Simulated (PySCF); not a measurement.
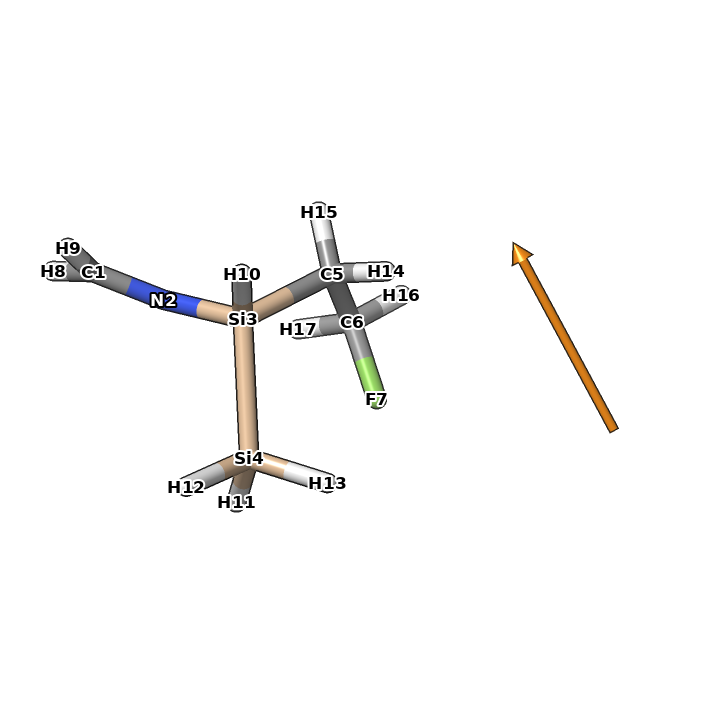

The arrow beside the molecule shows the direction of the dipole moment, from the negative to the positive end (its length means nothing). The computed structure is the end point of a GFN2-xTB optimisation. No frequency run is at hand to confirm it as a minimum. Method: PBE0/pcSseg-1, gas phase (PySCF 2.14.0).

> Estimate the dipole moment.

2.71 D; it points from the side of H13 to the side of H9 (the outermost atoms at the two ends).

The geometry is semi-empirical. Around Si such bond lengths and angles can be off by a tenth of an ångström or more and by several degrees, and values that hang on the shape move with them.
